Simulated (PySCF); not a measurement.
## Electronic structure of C3H7BCl2Ge (SMILES C=[C](C)[GeH2][B](Cl)Cl) in real space

Input file:

```
{"job": {"kind": "uv", "xc": "CAM-B3LYP", "basis": "def2-SVPD", "nstates": 8, "ntriplets": 3}, "charge": 0, "multiplicity": 1}
C     -0.937448    -1.092205     1.400392
C     -0.699990    -0.233543     0.421392
C     -1.280246     1.144300     0.393752
Ge     0.506926    -0.682529    -1.072079
B      2.269813     0.310240    -0.908027
Cl     3.712257    -0.518661    -0.523929
Cl     2.325007     2.012861    -1.057866
H     -1.574256    -0.849835     2.238517
H     -0.504940    -2.080147     1.399438
H     -1.887568     1.338595     1.275483
H     -1.897799     1.266889    -0.496305
H     -0.482269     1.886017     0.343048
H     -0.227155    -0.331231    -2.335013
H      0.676991    -2.171224    -1.100970
```

Run with:

```sh
OMP_NUM_THREADS=1 python probes_run.py task.json out
```

Geometry: GFN2-xTB.

The calculation used PySCF, CAM-B3LYP/def2-SVPD, SCF density, gas phase.

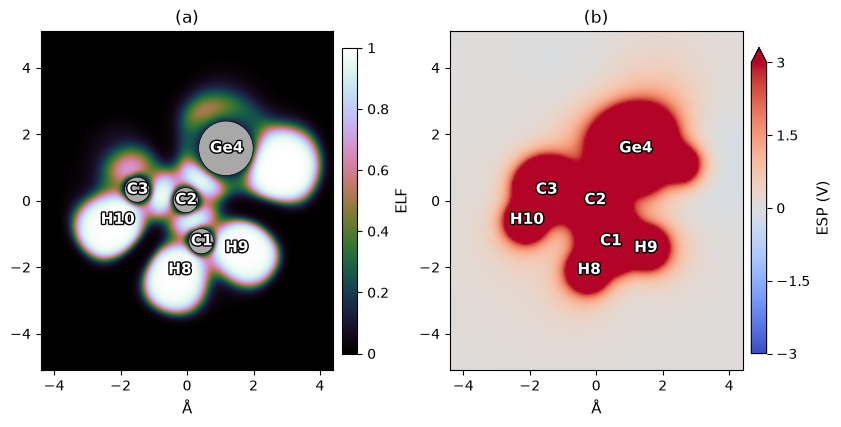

Figure 1. (a) ELF; (b) molecular electrostatic potential on the plane of atoms C2, C1 and H8. Grey discs cover the atomic cores in the ELF map.

### What do the fields say about this system?

Atoms in the plane: C, Ge and H.
C–C (1.32 Å): the ELF peaks at about 0.90 between the atoms: a multiple bond.
C–Ge (1.97 Å): the ELF peaks at about 0.95 in the valence shell of C, 0.7 Å from its nucleus, and is about 0.70 at the midpoint.
C–H (1.08 Å): the ELF climbs to about 1 towards the hydrogen, as it does in any bond to H; an ordinary covalent bond to hydrogen.
C–C (1.50 Å): the ELF peaks at about 0.95 between the atoms, as expected for a shared electron pair.
The potential has no marked negative region in this plane.

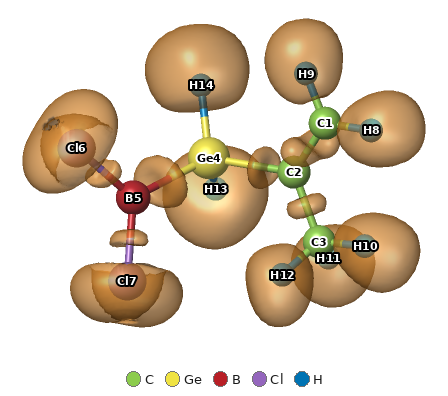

Figure 2. Isosurface of the electron localisation function at 0.85 (orange), seen across its widest extent. Only the valence region is drawn (cores and ρ < 0.01 e/Å³ removed).

### Describe the localisation domains.

The ELF exceeds this value in two regions between bonded B–Cl atoms (shared pairs), one region between bonded B–Ge atoms (shared pairs), two regions between bonded C–C atoms (shared pairs), seven regions around hydrogen nuclei, one lobe of the valence shell of C pointing towards Ge (polar bonds) and two rings or bowls of non-bonding electrons around Cl. Profiles from the grid: B–Cl (1.71 Å): the ELF peaks at about 0.90 between the atoms (a polar covalent bond).

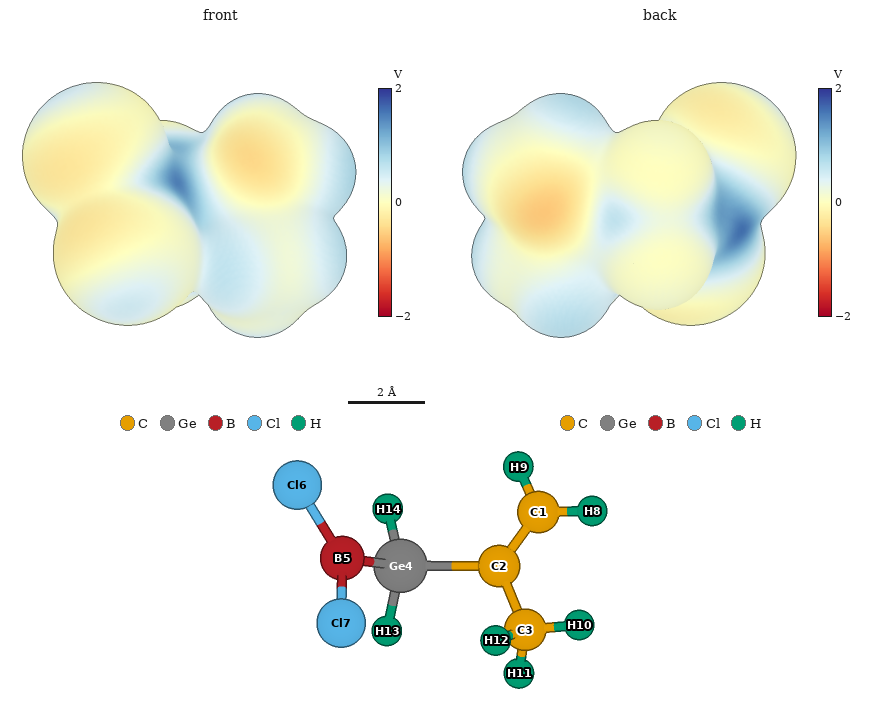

Figure 3. The molecular electrostatic potential painted on the density surface at 0.002 e/bohr³, seen from the front and from behind; the colour scale runs from red (negative) to blue (positive). The bare structure is drawn below in the same view.

### Where is the surface potential most negative and most positive?

The most negative region (about −0.6 V) lies over the π face of C1 and C2, the most positive (about +1.5 V) over B5. Cl6 shows a σ-hole: about +0.5 V at the tip opposite its bond, against about −0.1 V on its flanks. Cl7 shows a σ-hole: about +0.5 V at the tip opposite its bond, against about 0.0 V on its flanks.

### What dipole moment does the calculation give?

Its dipole moment is 0.59 D.
